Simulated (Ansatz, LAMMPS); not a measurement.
# Elastic response of amorphous 64SiO2-25Y2O3-11Al2O3 (mol %) (164 atoms): runs compared

Aim: relax amorphous 64SiO2-25Y2O3-11Al2O3 (mol %) (164 atoms), then change its volume to read the bulk modulus from the stress.

Computed with Ansatz 0.2.0: Kohn-Sham DFT, revPBE, PAW (set soft_2), plane waves.

**1. The cell as built**

The cell holds 164 atoms: 28 Si, 22 Y, 10 Al and 104 O. Cell: a = 13.216 Å, b = 13.216 Å, c = 13.216 Å, α = 90.0°, β = 90.0°, γ = 90.0°. 164 atoms (28 Si, 22 Er, 10 Al, 104 O) placed at random at 4.5 g/cm³, melted at 5000 K for 10 ps at fixed volume with the Morse and Coulomb pair potential with partial charges (Pedone, Malavasi, Menziani, Cormack and Segre, J. Phys. Chem. B 110, 11780 (2006)). Quenched from 5000 K to 300 K at 30 K/ps and fixed volume, held 10 ps at zero pressure, then minimised at fixed cell. Then Er was replaced by Y and the cell scaled by 1.01 (the potential has no terms for the new elements, so the cell is a start for a DFT relaxation).

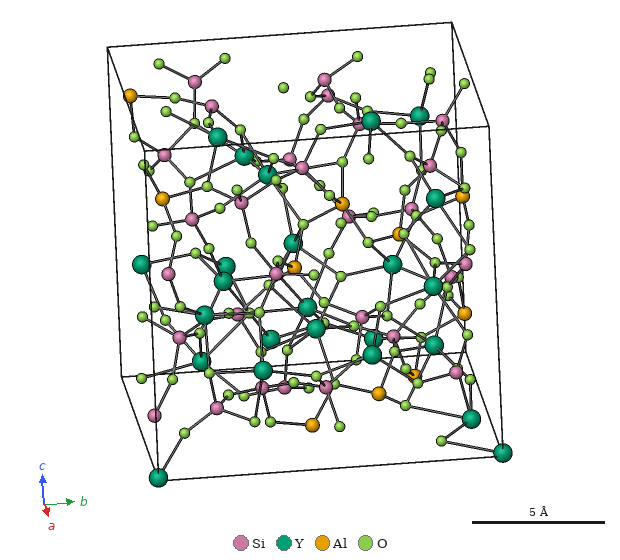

The cell as built. Bonds to atoms that aren't drawn are left out. Some periodic images of atoms are drawn too.

Limits known from the start: The quench rate of 30 K/ps is orders of magnitude faster than experiment, which tends to freeze in extra defects. The starting topology of bonds comes from the classical model, and needn't be the one that DFT or experiment would give. Only the Γ point is sampled.

**2. The reference run**

The reference is a single point at the end of the relaxation.

Every strained cell starts from the geometry of this run, and its atoms are relaxed with the cell held.

Its input, with most atom lines left out:

```yaml
crystal:
  lattice:
    - [13.51405, -0.03068, -0.0342]
    - [-0.03068, 13.12111, 0.05743]
    - [-0.0342, 0.05743, 13.2459]
  atoms:
    - { symbol: Si, position: [0.0677, 0.25393, 0.8993] }
    - { symbol: Si, position: [0.54596, 0.02988, 0.05766] }
    - { symbol: Si, position: [0.64431, 0.94686, 0.4722] }
    - { symbol: Si, position: [0.50447, 0.91671, 0.8628] }
    - { symbol: Si, position: [0.5841, 0.27519, 0.34568] }
    - { symbol: Si, position: [0.37226, 0.26189, 0.90824] }
    - { symbol: Si, position: [0.05622, 0.61197, 0.81685] }
    [... atom lines 8 to 164 left out ...]
kpoints:
  mp_grid: { grid: [1, 1, 1] }
hamiltonian:
  xc: revpbe
scf:
  occupations: { method: fixed }
output:
  forces: true
  stress: true
  populations: intrinsic
  dos:
    method: { smearing: { sigma: 0.15 } }
    de: 0.1
    projected: { site_lists: { Al: [Al], O: [O], Si: [Si], "Y": ["Y"] } }
  eigenvalues: true
  write_density: true
  write_potential: true
  volumetric_format: npy
  elf: true
```

```
free energy per atom   : -1020.8427 eV/atom
r.m.s. force component : 0.00426 eV/Å
pressure               : 0.01028 GPa
```

Filled and empty levels are parted by 4.13 eV (at Γ alone); a semilocal functional tends to put such gaps too low. In a disordered cell it changes from sample to sample, and tail or defect levels can set it.

**3. The runs**

Each row is one run, on 4 threads of Arm Neoverse V1, shared host. The free energy is the program's total, comparable only between runs with the same functional, potentials and atoms.

| run | atoms | outcome | ionic steps, all passes | free energy (eV) | time | host memory (GiB) |
| --- | --- | --- | --- | --- | --- | --- |
| Single point at the start | 164 | converged | - | -167411.949 | 61 s | 3.5 |
| Cell and atoms relaxed | 164 | converged | 26 | -167418.208 | 23 min | 3.6 |
| Single point at the relaxed geometry | 164 | converged | - | -167418.208 | 1.9 min | 4.0 |
| Volume -3 % | 164 | converged | 9 | -167417.746 | 11 min | 3.8 |
| Volume +3 % | 164 | converged | 8 | -167417.781 | 10 min | 4.0 |
| Volume -6 % | 164 | cut at the time limit | 4 | -167416.219 | 5.5 min | 3.7 |

In some runs the program notes that the exchange-correlation potential is rough where the density is thin and the SCF threshold is loose for the stress.

**4. Pressure against volume**

Atoms are relaxed at each volume, in the scaled cell.

| volume change (%) | volume (Å³/atom) | energy change (meV/atom) | pressure (GPa) | largest move on relaxing (Å) | bonds | gap (eV) |
| --- | --- | --- | --- | --- | --- | --- |
| -3 | 13.892 | 2.81 | 2.06 | 0.18 | 289 | 4.26 |
| +0 | 14.321 | 0.00 | 0.01 | - | 285 | 4.13 |
| +3 | 14.751 | 2.60 | -1.89 | 0.13 | 284 | 4.01 |

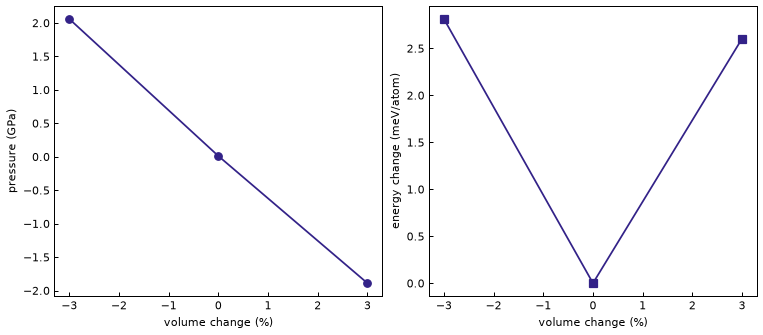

Pressure and energy against volume.

**5. Findings**

The bulk modulus, from the slope of pressure against ln V over the three points nearest the relaxed volume, is 65.8 GPa. The count of bonds runs from 284 to 289 over the series, so at some points contacts cross the cutoffs. The gap goes from 4.26 eV at the smallest volume to 4.01 eV at the largest, -4.1 eV per unit of ln V by a straight line, on the run's k-points.

**Limits.** Strains are finite and relaxations stop at the force tolerance of the input, which can leave moduli too stiff; they are those of a static cell at zero temperature. Volumes are changed with the cell's shape held, so in an anisotropic solid the modulus lies over the one under free hydrostatic load. The program notes that the SCF threshold of the relaxations is loose for the stress.

The DFT runs together took 53 min of wall time.

[Logs are printed without paths, hosts, clocks, repeated set-up lines and the standing remarks that a program may print on its own settings, such as how far it seeks lower states.]

[Hosts, paths, dates, database ids (printed as entryN), source tags and the programs' standing remarks are cut or masked in the printed files.]
